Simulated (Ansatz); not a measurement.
## Li27CO2: geometry relaxation (part 5 of 5)

Li27CO2 (slab, 30 atoms in the cell); DFT PBEsol, scalar-relativistic, plane waves, PAW, no spin polarisation (Ansatz 0.2.0); cutoff 420 eV, 2×2×1 k-mesh, Gaussian smearing of 0.15 eV. The input holds or restrains some coordinates. Forces given for the steps count only the free coordinates. It belongs to a series of runs on one base structure; here: end point A relaxed.

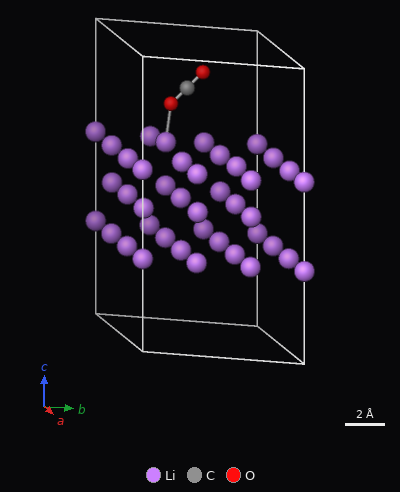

Fig. 1: The geometry at step 22 of the log (ball-and-stick view of the cell of the calculation, with the vacuum cut short, seen slightly off an axis).

### Summary

```csv
quantity,value
outcome,converged under the restraints of the input
electrons treated,97
free energy,−6843.1684 eV
Fermi energy,−0.982 eV
final volume,1235.23 Å³
"largest force (length of the vector) at the end, held atoms and coordinates included",0.044 eV/Å
hardware,"2 threads of Intel Xeon @ 2.90GHz (Ice Lake), 16 GiB of memory available, shared host"
wall time,3.8 min (CPU time 7.1 min)
peak memory,1.9 GiB
```

The program warns: the exchange-correlation potential is rough where the density is thin. The cell holds an odd number of electrons but the run has no spin polarisation, so a band is left half filled.
